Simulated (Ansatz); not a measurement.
## Molecular dynamics, with input and output: Cl (part 3 of 3)

Continued. System: Cl (disordered cell, 12 atoms in the cell). Method: DFT r2SCAN-D3(BJ), scalar-relativistic, plane waves, PAW, no spin polarisation (Ansatz 0.2.0); cutoff 500 eV, 1×1×1 k-mesh, Fermi–Dirac smearing of 0.02 eV. One setting was made poor on purpose. It belongs to a series of runs on one base structure; here: dynamics from the last frame of the run before.

Geometry of the input (Å; fractional positions):
```
7.1138  0.0000  0.0000
0.0000  7.1138  0.0000
0.0000  0.0000  7.1138
Cl 1.0640  0.2602  0.9146
Cl 0.9372  0.2625  1.1702
Cl 0.6922  0.7203  0.3162
Cl 0.3872  0.7092  0.3319
Cl 0.4841  0.1197  0.1569
Cl 0.6063  0.0198  -0.0691
Cl 0.0583  0.7597  0.6692
Cl 0.3202  0.8783  0.7351
Cl 0.6681  0.4559  0.7086
Cl 0.6925  0.2526  0.5235
Cl 0.0491  0.7411  0.3282
Cl 0.0503  0.7222  0.0219
```

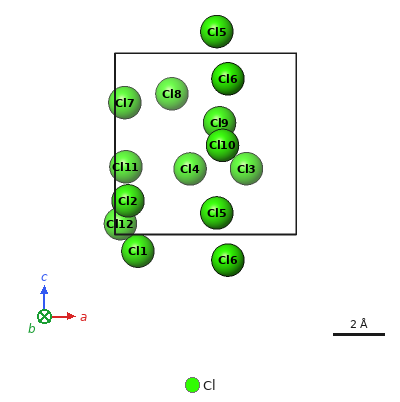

Fig. 1: The geometry at step 93 of the log (spheres-only view of the cell of the calculation, along the b axis; atoms are numbered from 1 in the order of the input).

## Trajectory as extended XYZ, continued
```
12
Lattice="7.1138 0.0000 0.0000 0.0000 7.1138 0.0000 0.0000 0.0000 7.1138" Properties=species:S:1:pos:R:3:forces:R:3 step=87 time_fs=522.0 energy=-13004.90872 temperature=280.2
Cl    7.9858    2.2263    6.5444    0.2431  -0.0503  -0.9025
Cl    7.5355    2.2149    8.4344   -0.2024  -0.1482   0.9773
Cl    5.0832    5.4875    2.5998   -0.2065  -0.3377   0.0023
Cl    2.8113    5.3111    2.4881    0.4510   0.3398  -0.0298
Cl    4.0641    1.1612    0.9198    0.2012  -0.0919  -0.6862
Cl    4.3778    0.2468   -1.0218    0.3100   0.7907   0.3530
Cl    0.4927    5.4176    5.1483   -0.9930  -0.0750  -0.3674
Cl    2.2829    6.4531    5.4553    0.2931  -0.0201   0.1762
Cl    4.1353    3.0667    4.5862   -0.1265  -1.1948  -0.7552
Cl    4.1645    1.3796    3.2886    0.1952   0.6391   1.1789
Cl    0.4230    5.4161    2.5634   -0.2000   0.1431   0.9288
Cl    0.2836    5.4134    0.4292    0.0349   0.0053  -0.8753
12
Lattice="7.1138 0.0000 0.0000 0.0000 7.1138 0.0000 0.0000 0.0000 7.1138" Properties=species:S:1:pos:R:3:forces:R:3 step=93 time_fs=558.0 energy=-13005.10018 temperature=372.1
Cl    8.0134    2.2291    6.4590   -0.1060  -0.0271   0.6058
Cl    7.6261    2.1072    8.4351    0.1095  -0.0334  -0.4853
Cl    5.1604    5.5635    2.5833   -0.4235  -0.2347   0.5635
Cl    2.9488    5.4986    2.5729   -0.4344  -0.1295  -0.3227
Cl    3.9955    1.0971    0.8476    0.4043   0.1905   0.4546
Cl    4.4312    0.3658   -1.0041   -0.4461   0.1946  -0.2580
Cl    0.3881    5.3456    5.1746    0.0444   0.7143   0.1470
Cl    2.2351    6.4171    5.5218    0.1189  -0.1707  -0.1231
Cl    4.1031    2.9936    4.3825   -0.2191   1.4425   0.7399
Cl    4.2205    1.2986    3.4976    0.1996  -1.8180  -1.0017
Cl    0.4301    5.4846    2.6575    0.4638   0.0043  -0.1371
Cl    0.2146    5.4169    0.4255    0.2886  -0.1328  -0.1831
12
Lattice="7.1138 0.0000 0.0000 0.0000 7.1138 0.0000 0.0000 0.0000 7.1138" Properties=species:S:1:pos:R:3:forces:R:3 step=100 time_fs=600.0 energy=-13005.22755 temperature=463.9
Cl    8.0300    2.1993    6.4268   -0.0507   0.0260   0.3293
Cl    7.6253    1.9618    8.3724    0.0829   0.0012  -0.2015
Cl    5.1357    5.6110    2.6959    0.6531  -0.2200   0.3121
Cl    2.9319    5.5904    2.5132   -0.3820  -0.6186   0.5184
Cl    4.1062    0.9983    0.9335    0.4025  -0.0382   0.4669
Cl    4.3182    0.5337   -1.1286   -0.4328   0.0603   0.5586
Cl    0.2757    5.4370    5.3008    0.8565   0.1357  -0.1376
Cl    2.2756    6.3564    5.6178   -0.0215   0.1876  -0.3176
Cl    4.0729    2.9729    4.2078   -0.0419  -0.7091  -0.8377
Cl    4.2287    0.9508    3.5741    0.3851   0.9754  -0.6617
Cl    0.5769    5.5482    2.7602   -1.2583  -0.1870  -0.5197
Cl    0.2566    5.3225    0.4371   -0.1928   0.3867   0.4905
```
